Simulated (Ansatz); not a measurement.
# Bands, cutoff and cost in G0W0 for SrHgGeSe4 (Ama2), part 2 of 2

Wanted: a G0W0 gap for SrHgGeSe4 (Ama2) that is converged in bands and cutoff, or an estimate of the limit.

Ansatz 0.2.0; G0W0 on PBE, plane waves, PAW; PAW set soft_1. Known limits of the many-body steps: not at the basis limit; no spin-orbit coupling; coarse k mesh.

So far. Step 4 (877 empty bands, screening to 100 eV): Against the run with 2×2×2 mesh, 407 empty bands, screening to 60 eV, PAW set soft_1 files, the gap moves by +0.04 eV.

## 5. Changing the frequency model: 2×2×2 mesh, 407 empty bands, screening to 60 eV, plasmon pole, PAW set soft_1 files

A plasmon pole stands in for the full frequency dependence of the screening; this run shows what that costs in accuracy. Bands and cutoff differ from the step before, so it is read against an earlier run that matches them.

Input file input.yaml:

```yaml
crystal:
  lattice:
    - [10.8375, 0.0, 0.0]
    - [0.0, 5.3728, 3.31885]
    - [0.0, -5.3728, 3.31885]
  atoms:
    - { symbol: Sr, position: [0.0, 0.2560433466, 0.2560433466] }
    - { symbol: Sr, position: [0.5, 0.2560433466, 0.2560433466] }
    - { symbol: Ge, position: [0.25, 0.9567885199, 0.5195787844] }
    - { symbol: Ge, position: [0.75, 0.5195787844, 0.9567885199] }
    - { symbol: Hg, position: [0.25, 0.5280692319, 0.8556187453] }
    - { symbol: Hg, position: [0.75, 0.8556187453, 0.5280692319] }
    - { symbol: Se, position: [0.0730524407, 0.1828143308, 0.7237791204] }
    - { symbol: Se, position: [0.9269475593, 0.7237791204, 0.1828143308] }
    - { symbol: Se, position: [0.4269475593, 0.1828143308, 0.7237791204] }
    - { symbol: Se, position: [0.5730524407, 0.7237791204, 0.1828143308] }
    - { symbol: Se, position: [0.25, 0.9728837483, 0.1441951116] }
    - { symbol: Se, position: [0.75, 0.1441951116, 0.9728837483] }
    - { symbol: Se, position: [0.25, 0.5501429265, 0.4178893364] }
    - { symbol: Se, position: [0.75, 0.4178893364, 0.5501429265] }
kpoints:
  mp_grid: { grid: [2, 2, 2] }
hamiltonian:
  xc: pbe
  pseudopotentials: { kind: paw, azcp: { folder: soft_1 } }
scf:
  occupations: { method: fixed }
gw:
  n_empty_bands: 407
  ecut_chi: 60
  qp_bands: [v4, c4]
  qp_kpoints: band_edges
  screening: { model: godby_needs }
```

The run is started by

```bash
ansatz run input.yaml --threads 2 --pin off --max-ram 92160MiB --backend cuda --events-out ev --progress --plain --runs-dir out --devices 1 --max-vram 13GiB
```

Numbers of over 12 decimals in the logs are rounded to 6 here.

Output:

```text
GPUs: using 1 of 1 available (devices: 1).
[...]
GPU FFT provider: cuFFT
GPU libraries: cuBLAS 13.8.2, cuFFT 12.4.0, cuSOLVER 12.3.4
Crystal: 14 atoms, lattice volume = 386.498 Å³
Basis set: ecut = 420 eV, 7535 PW (Γ)
Bands: 130, of which v1, the nominal top of the filled ones, is band 108 counted from 1 (107 counted from 0)
Symmetry: 4 space group operations
[...]
k-points: 6 of 8
[...]
0   112     10.1852   -11.2708    -3.5507   -15.6216  0.7926    10.9904    10.9853  root
[...]
5   109      9.0400   -10.7787    -3.1282   -14.5211  0.7988     9.6563     9.6542  root
     5   110      9.0400   -10.7787    -3.1282   -14.5211  0.7988     9.6563     9.6542  root
     5   111     10.0635   -10.4477    -3.4860   -14.5975  0.8028    10.7296    10.7273  root
     5   112     10.0635   -10.4477    -3.4860   -14.5975  0.8028    10.7296    10.7273  root
[key lines of the parts left out:]
SCF converged after 11 iterations
Free energy (F): -87073.106208 eV
Fermi energy:    7.327226 eV
```

Run time: 31 s. Hardware: 1 × NVIDIA H100 80GB HBM3 (shared by 6 runs) with 2 threads of AMD EPYC 7R13 (Zen 3), shared host; peak memory 2 GiB.

This step gave:

```yaml
bands_summed: 515
plasmon_pole_fit_frequency: 27.76 eV
rpa_eps_infinity_on_this_mesh_eigenvalues: 6.696, 7.595, 10.52
plane_waves_in_the_screening_matrix: 391
g0w0_gap_on_the_mesh: 1.895 eV
k_of_the_valence_top: 0, -0.5, -0.5
k_of_the_conduction_bottom: 0, -0.5, -0.5
starting_gap_on_the_mesh: 1.121 eV
least_direct_g0w0_gap_on_the_computed_points: 1.895 eV
```

Against the run with 2×2×2 mesh, 407 empty bands, screening to 60 eV, PAW set soft_1 files, the gap moves by +0.015 eV.

## 6. Changing the files: 2×2×2 mesh, 407 empty bands, screening to 60 eV, hard PAW files

Other atomic data (hard PAW) test the pseudisation: the cutoff goes from 420 to 820 eV, with the same valence electrons.

This step: G0W0 on PBE, plane waves, PAW.

Edit input.yaml of step 5 so:

```diff
@@ -24,3 +24,3 @@
   xc: pbe
-  pseudopotentials: { kind: paw, azcp: { folder: soft_1 } }
+  pseudopotentials: { kind: paw, source: ansatz }
 scf:
@@ -32,2 +32,2 @@
   qp_kpoints: band_edges
-  screening: { model: godby_needs }
+  screening: { model: contour_deformation }
```

Output:

```text
GPUs: using 1 of 1 available (devices: 1).
[...]
GPU FFT provider: cuFFT
GPU libraries: cuBLAS 13.8.2, cuFFT 12.4.0, cuSOLVER 12.3.4
Crystal: 14 atoms, lattice volume = 386.498 Å³
Basis set: ecut = 820 eV, 20593 PW (Γ)
Bands: 130, of which v1, the nominal top of the filled ones, is band 108 counted from 1 (107 counted from 0)
Symmetry: 4 space group operations
[...]
k-points: 6 of 8
[...]
0   112     10.9644   -11.2723    -3.6550   -15.6207  0.7361    11.6780    11.6580  root
[...]
5   109      9.8188   -10.7792    -3.1653   -14.5206  0.7602    10.4029    10.3947  root
     5   110      9.8188   -10.7792    -3.1653   -14.5206  0.7602    10.4029    10.3947  root
     5   111     10.8425   -10.4407    -3.5426   -14.5876  0.7598    11.4576    11.4467  root
     5   112     10.8425   -10.4407    -3.5426   -14.5876  0.7598    11.4576    11.4467  root
[key lines of the parts left out:]
SCF converged after 11 iterations
Free energy (F): -87147.046549 eV
Fermi energy:    8.104086 eV
```

Elapsed: 38 s, on 1 × NVIDIA H100 80GB HBM3 (shared by 6 runs) with 2 threads; peak memory 3.1 GiB.

Numbers from this step:

- bands summed: 515
- RPA ε∞ on this mesh (eigenvalues): 6.688, 7.585, 10.50
- plane waves in the screening matrix: 391
- G0W0 gap on the mesh: 1.885 eV
- k of the valence top: 0, -0.5, -0.5
- k of the conduction bottom: 0, -0.5, -0.5
- starting gap on the mesh: 1.123 eV
- least direct G0W0 gap on the computed points: 1.885 eV

Against the run with 2×2×2 mesh, 407 empty bands, screening to 60 eV, PAW set soft_1 files, the gap moves by +0.005 eV.

## 7. Side by side

Times are wall times on 1 × NVIDIA H100 80GB HBM3 (shared by 6 runs) with 2 threads of AMD EPYC 7R13 (Zen 3), shared host, good to a factor of about two.

| mesh | files | frequency | bands summed | cutoff (eV) | start (eV) | G0W0 (eV) | time | host memory (GiB) |
| --- | --- | --- | --- | --- | --- | --- | --- | --- |
| 2×2×2 | PAW set soft_1 | contour deformation | 252 | 30 | 1.121 | 1.898 | 16 s | 1.4 |
| 2×2×2 | PAW set soft_1 | contour deformation | 515 | 60 | 1.121 | 1.880 | 22 s | 1.9 |
| 2×2×2 | PAW set soft_1 | contour deformation | 985 | 100 | 1.121 | 1.915 | 34 s | 3.0 |
| 2×2×2 | PAW set soft_1 | plasmon pole | 515 | 60 | 1.121 | 1.895 | 31 s | 2.0 |
| 2×2×2 | hard PAW | contour deformation | 515 | 60 | 1.123 | 1.885 | 38 s | 3.1 |

The parts of the quasiparticle energy at the two band edges (eV; QP = start + Σx + Σc − Vxc):

| run | edge | start | Σx | Σc | Vxc | Z | QP |
| --- | --- | --- | --- | --- | --- | --- | --- |
| 252 bands | valence top | 7.33 | -18.86 | 2.54 | -16.42 | 0.75 | 7.43 |
| 252 bands | conduction bottom | 8.45 | -10.16 | -2.67 | -13.71 | 0.78 | 9.33 |
| 515 bands | valence top | 7.33 | -18.86 | 2.20 | -16.42 | 0.74 | 7.09 |
| 515 bands | conduction bottom | 8.45 | -10.16 | -3.03 | -13.71 | 0.77 | 8.97 |
| 985 bands | valence top | 7.33 | -18.86 | 1.93 | -16.42 | 0.74 | 6.81 |
| 985 bands | conduction bottom | 8.45 | -10.16 | -3.27 | -13.71 | 0.77 | 8.73 |

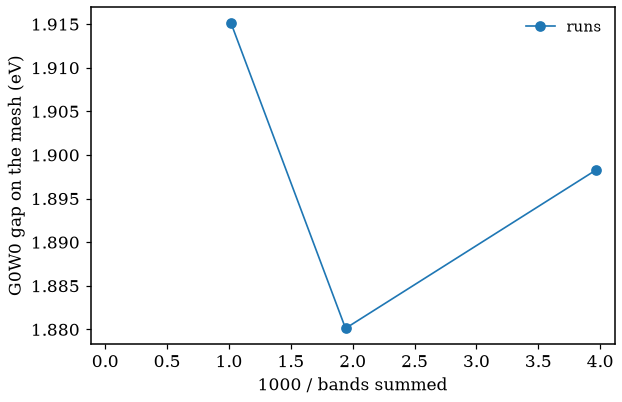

The gap against one over the number of bands.

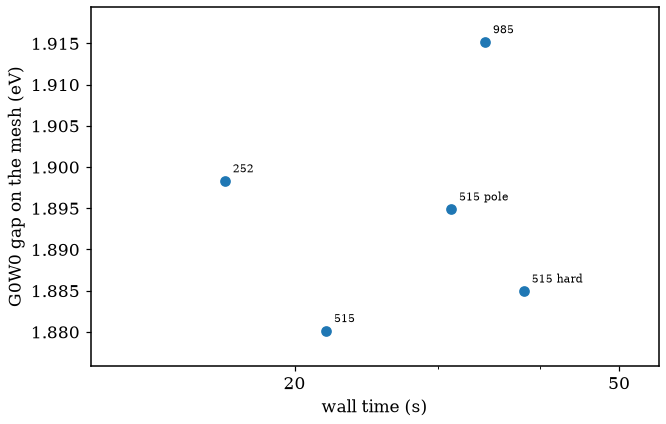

Result against wall time.

## 8. Results

```json
{"252 bands, 30 eV": "1.898 eV", "515 bands, 60 eV": "1.880 eV", "985 bands, 100 eV": "1.915 eV", "mesh and start": "2×2×2, PBE"}
```

**Reading.** From 252 to 985 bands the gap moves by +0.02 eV while the time grows 2.1-fold. Σc changes by −0.62 eV at the valence top and −0.60 eV at the conduction bottom, so the levels themselves move more than the gap between them. The gap turns back along the series, so no limit is drawn from it. The plasmon-pole model gives +0.01 eV against contour deformation, 2 % of the correction, and saved no time in this program. Hard PAW files move the gap by +0.005 eV at equal bands and cutoff, +0.002 eV of it in the start. The 2×2×2 mesh is coarse for this cell (its supercell is 13 Å along the shortest edge). The RPA ε∞ on it, from the PBE start, is 6.67, 7.54 and 10.44; such meshes misread the long-range screening, most where the gap is narrow. The many-body steps are scalar-relativistic: spin-orbit coupling is not in them.

[Paths, hosts, dates, memory and timing lines, banners, echoed tables and standing remarks are left out of the program output.]

[Logs are printed without paths, hosts, clocks, repeated set-up lines and the standing remarks that a program may print on its own settings, such as how far it seeks lower states.]

[Runs of the session that timed out or met a known fault of the program may be left out.]

[Cells called generated may have been cut or substituted from an entry of the Crystallography Open Database or the Materials Project.]

[Hosts, paths, dates, database ids (printed as entryN), source tags and the programs' standing remarks are cut or masked in the printed files.]
